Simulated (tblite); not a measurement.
# Saddle-point search of CH10As2Si2

CH10As2Si2, computed with GFN2-xTB saddle search (eigenvector following) and harmonic vibrations, gas phase (tblite 0.8.0).

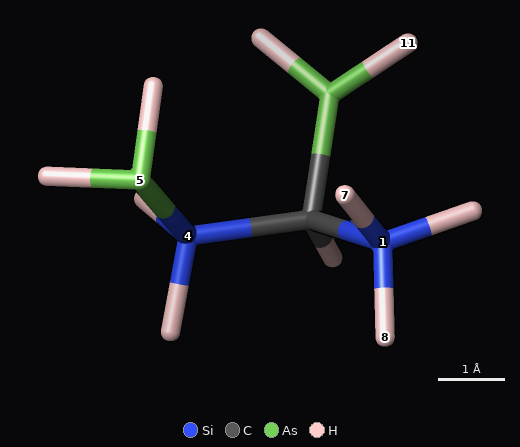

**Figure 1.** The structure as given in the input (stick view, seen at a tilt; atoms are numbered from 1 in the order of the input). Bond lengths as drawn: As–C 1.99 Å, As–H 1.47 to 1.50 Å, As–Si 2.32 Å, C–H 1.09 Å, C–Si 1.90 to 1.91 Å and H–Si 1.47 to 1.48 Å.

## Input file
```
{"job": {"xc": "GFN2-xTB", "basis": "xTB", "kind": "saddle"}, "charge": 0, "multiplicity": 1}
Si    -1.644545    -1.114962    -0.511657
C     -0.799701     0.175715     0.594158
As    -0.759915     1.887665    -0.413993
Si     0.989237    -0.244279     1.110100
As     2.244965    -1.095690    -0.650504
H     -2.901210    -0.556047    -1.037379
H     -0.726839    -1.428844    -1.622084
H     -1.941574    -2.331015     0.257974
H     -1.397735     0.377842     1.482183
H      0.333170     2.860089    -0.319788
H     -1.664650     2.225055    -1.515948
H      0.922503    -1.238251     2.202530
H      1.544712     0.982381     1.727641
H      2.281375     0.232541    -1.356628
H      3.520206    -0.732199     0.053395
```

The first line tells a small driver script what to run in tblite; the rest is the geometry in Å.

Command:
```bash
OMP_NUM_THREADS=1 python <driver script> task.json out
```

## The program's output
```
step      E/eV     max force
  0    -416.78190   3.4844
  1    -416.61878   1.0199
  2    -416.60859   0.2411
  3    -416.60914   0.0463
  4    -416.60845   0.1533
  5    -416.60970   0.0311
  6    -416.61089   0.0242
  7    -416.61204   0.0546
  8    -416.61148   0.0150
  9    -416.61220   0.0199
 10    -416.61289   0.0293
 11    -416.61358   0.0235
 12    -416.61450   0.0417
 13    -416.61543   0.0645
 14    -416.61643   0.0664
 15    -416.61741   0.0642
 16    -416.61870   0.0702
 17    -416.61963   0.1000
 18    -416.62079   0.0646
 19    -416.62097   0.1530
 20    -416.62153   0.0233
 21    -416.62236   0.0266
 22    -416.62294   0.0498
 23    -416.62358   0.0531
 24    -416.62422   0.0598
 25    -416.62492   0.0619
 26    -416.62584   0.0359
 27    -416.62687   0.0688
 28    -416.62636   0.0181
 29    -416.62704   0.0257
 30    -416.62779   0.0323
 31    -416.62864   0.0221
 32    -416.62983   0.0468
 33    -416.62914   0.0131
 34    -416.62986   0.0180
 35    -416.63064   0.0219
 36    -416.63145   0.0170
 37    -416.63262   0.0308
 38    -416.63384   0.0380
 39    -416.63509   0.0382
 40    -416.63633   0.0394
 41    -416.63755   0.0269
 42    -416.63909   0.0548
 43    -416.63824   0.0154
 44    -416.63913   0.0194
 45    -416.63998   0.0247
 46    -416.64071   0.0177
 47    -416.64159   0.0354
 48    -416.64225   0.0474
 49    -416.64275   0.0484
 50    -416.64304   0.0156
 51    -416.64313   0.0064
 52    -416.64314   0.0014
lowest wavenumbers (cm-1): -1647.0 47.7 73.4 95.7 105.5 121.6
```

## Trajectory as extended XYZ (Å, eV, eV/Å), 7 of the 12 frames kept, from step=0 to step=52
```
15
Properties=species:S:1:pos:R:3:forces:R:3 step=0 energy=-416.78190
Si   -1.6445   -1.1150   -0.5117   -0.0120  -0.0210  -0.0130
C    -0.7997    0.1757    0.5942    0.5780  -0.4480  -0.7480
As   -0.7599    1.8877   -0.4140   -1.9460   1.6400   2.3800
Si    0.9892   -0.2443    1.1101    0.0170  -0.0050   0.0170
As    2.2450   -1.0957   -0.6505   -0.0180   0.0180   0.0110
H    -2.9012   -0.5560   -1.0374    0.0250   0.0000   0.0010
H    -0.7268   -1.4288   -1.6221   -0.0140   0.0100  -0.0090
H    -1.9416   -2.3310    0.2580    0.0030   0.0270   0.0010
H    -1.3977    0.3778    1.4822   -0.0100   0.0080   0.0240
H     0.3332    2.8601   -0.3198    0.6170  -0.6450  -0.8630
H    -1.6646    2.2251   -1.5159    0.7700  -0.6030  -0.7840
H     0.9225   -1.2383    2.2025   -0.0120  -0.0030   0.0050
H     1.5447    0.9824    1.7276    0.0010   0.0090  -0.0040
H     2.2814    0.2325   -1.3566   -0.0010   0.0100  -0.0040
H     3.5202   -0.7322    0.0534    0.0030   0.0030  -0.0130
15
Properties=species:S:1:pos:R:3:forces:R:3 step=9 energy=-416.61220
Si   -1.6127   -1.0747   -0.5466    0.0000   0.0020  -0.0010
C    -0.7873    0.1695    0.6269    0.0010  -0.0020   0.0020
As   -0.6844    1.7922   -0.4543    0.0060   0.0090  -0.0080
Si    0.9964   -0.2495    1.1659   -0.0010   0.0010   0.0020
As    2.2671   -1.1110   -0.5785    0.0090   0.0140  -0.0010
H    -2.8082   -0.4493   -1.1378    0.0010   0.0010   0.0000
H    -0.6456   -1.4259   -1.5984    0.0010   0.0010   0.0000
H    -2.0268   -2.2704    0.2048    0.0000   0.0000  -0.0010
H    -1.3961    0.3383    1.5225    0.0010   0.0010  -0.0010
H     0.4193    2.7225   -0.3723   -0.0110  -0.0140  -0.0090
H    -1.7046    2.1779   -1.3986    0.0040   0.0010   0.0120
H     0.8870   -1.2329    2.2633   -0.0010   0.0000  -0.0010
H     1.5452    0.9821    1.7818   -0.0010  -0.0020   0.0010
H     2.0291    0.1047   -1.4313    0.0020  -0.0090   0.0070
H     3.5214   -0.4736   -0.0475   -0.0100  -0.0030  -0.0040
15
Properties=species:S:1:pos:R:3:forces:R:3 step=18 energy=-416.62079
Si   -1.6071   -1.0499   -0.5639   -0.0060  -0.0010  -0.0040
C    -0.7824    0.1623    0.6375    0.0010  -0.0020   0.0000
As   -0.7182    1.7439   -0.5161    0.0040   0.0490  -0.0220
Si    0.9910   -0.2504    1.1959    0.0010   0.0010  -0.0010
As    2.2867   -1.0612   -0.5565    0.0240   0.0380  -0.0020
H    -2.8439   -0.4376   -1.0758    0.0100  -0.0050   0.0010
H    -0.6373   -1.3349   -1.6333   -0.0030  -0.0020   0.0040
H    -1.9744   -2.3071    0.1279    0.0010   0.0060  -0.0040
H    -1.3883    0.3794    1.5219   -0.0010   0.0000  -0.0040
H     0.5018    2.4376   -0.8763   -0.0560  -0.0320   0.0030
H    -1.9054    2.3421   -1.0889    0.0520  -0.0150   0.0240
H     0.8619   -1.2818    2.2449    0.0000   0.0010   0.0000
H     1.5251    0.9604    1.8592   -0.0010  -0.0010  -0.0010
H     2.1392    0.2210   -1.3358    0.0030  -0.0270   0.0180
H     3.5513   -0.5238    0.0594   -0.0290  -0.0090  -0.0150
15
Properties=species:S:1:pos:R:3:forces:R:3 step=28 energy=-416.62636
Si   -1.5999   -1.0548   -0.5883    0.0000  -0.0010   0.0000
C    -0.7845    0.1470    0.6268    0.0000   0.0000   0.0010
As   -0.7166    1.7278   -0.5392   -0.0010   0.0100  -0.0110
Si    0.9788   -0.2418    1.2261    0.0000   0.0000   0.0000
As    2.2943   -1.0478   -0.5142    0.0010   0.0020   0.0010
H    -2.8725   -0.4745   -1.0356    0.0000  -0.0010   0.0010
H    -0.6441   -1.2801   -1.6850   -0.0010   0.0010  -0.0010
H    -1.8885   -2.3559    0.0666    0.0020   0.0000  -0.0010
H    -1.4122    0.3965    1.4845    0.0000   0.0000  -0.0010
H     0.4773    2.1999   -1.2031   -0.0150  -0.0070   0.0010
H    -1.8695    2.5601   -0.8066    0.0160  -0.0030   0.0080
H     0.8588   -1.2836    2.2671    0.0000   0.0000   0.0000
H     1.4846    0.9775    1.8916   -0.0010   0.0000   0.0000
H     2.1438    0.2314   -1.2971    0.0010   0.0000   0.0010
H     3.5500   -0.5016    0.1063   -0.0010  -0.0010   0.0010
15
Properties=species:S:1:pos:R:3:forces:R:3 step=33 energy=-416.62914
Si   -1.6004   -1.0616   -0.5952    0.0000  -0.0010  -0.0010
C    -0.7871    0.1422    0.6189    0.0000   0.0000   0.0000
As   -0.7183    1.7251   -0.5474   -0.0010   0.0050  -0.0060
Si    0.9731   -0.2365    1.2330    0.0000   0.0000   0.0000
As    2.2953   -1.0388   -0.5035    0.0000   0.0000   0.0010
H    -2.8888   -0.4974   -1.0134    0.0000  -0.0020   0.0010
H    -0.6581   -1.2584   -1.7095   -0.0010   0.0020  -0.0010
H    -1.8487   -2.3775    0.0474    0.0030  -0.0010  -0.0020
H    -1.4240    0.4018    1.4660   -0.0010   0.0000  -0.0010
H     0.4368    2.1106   -1.3246   -0.0100  -0.0060  -0.0020
H    -1.8228    2.6473   -0.7008    0.0110   0.0010   0.0070
H     0.8607   -1.2817    2.2723    0.0000   0.0000   0.0010
H     1.4662    0.9871    1.8987   -0.0010   0.0010   0.0000
H     2.1654    0.2498   -1.2754    0.0000   0.0000   0.0010
H     3.5506   -0.5119    0.1336    0.0000   0.0000   0.0010
15
Properties=species:S:1:pos:R:3:forces:R:3 step=42 energy=-416.63909
Si   -1.5941   -1.0791   -0.6172    0.0010  -0.0030  -0.0030
C    -0.7934    0.1314    0.5991    0.0020   0.0040   0.0040
As   -0.7140    1.7236   -0.5567   -0.0020   0.0300  -0.0400
Si    0.9563   -0.2243    1.2575   -0.0010   0.0000  -0.0010
As    2.2992   -1.0293   -0.4597    0.0000   0.0010   0.0020
H    -2.9212   -0.5616   -0.9603    0.0020  -0.0030   0.0010
H    -0.6974   -1.1888   -1.7821   -0.0030   0.0020   0.0010
H    -1.7265   -2.4290   -0.0156    0.0030   0.0040  -0.0040
H    -1.4603    0.4048    1.4170    0.0000  -0.0020   0.0000
H     0.2564    1.8879   -1.6168   -0.0420  -0.0030   0.0350
H    -1.6054    2.8617   -0.4401    0.0440  -0.0310   0.0000
H     0.8601   -1.2681    2.3028    0.0000   0.0010   0.0020
H     1.4153    1.0137    1.9175   -0.0010   0.0000   0.0010
H     2.1795    0.2570   -1.2375    0.0000  -0.0010   0.0010
H     3.5454   -0.5000    0.1921    0.0000   0.0010   0.0010
15
Properties=species:S:1:pos:R:3:forces:R:3 step=52 energy=-416.64314
Si   -1.5855   -1.0892   -0.6338    0.0000   0.0000   0.0000
C    -0.7963    0.1271    0.5854    0.0000   0.0000   0.0000
As   -0.6991    1.7250   -0.5590    0.0000   0.0010   0.0000
Si    0.9437   -0.2204    1.2759    0.0000   0.0000   0.0000
As    2.3090   -1.0303   -0.4191    0.0000   0.0000   0.0000
H    -2.9350   -0.6066   -0.9346    0.0000   0.0000   0.0000
H    -0.7266   -1.1401   -1.8320    0.0000   0.0000   0.0000
H    -1.6402   -2.4528   -0.0595    0.0000   0.0000   0.0000
H    -1.4837    0.3977    1.3870    0.0000   0.0000   0.0000
H     0.0668    1.7694   -1.7814   -0.0010   0.0000   0.0010
H    -1.3834    2.9728   -0.2920    0.0010  -0.0010   0.0000
H     0.8483   -1.2564    2.3311    0.0000   0.0000   0.0000
H     1.3811    1.0265    1.9331    0.0000   0.0000   0.0000
H     2.1613    0.2343   -1.2256    0.0000   0.0000   0.0000
H     3.5395   -0.4569    0.2247    0.0000   0.0000   0.0000
```

## Key numbers

- outcome: converged
- total energy: −416.6431 eV
- point group: C1
- hardware: 1 CPU thread, shared host
- wall time: 11 s
- peak memory: 0.2 GiB
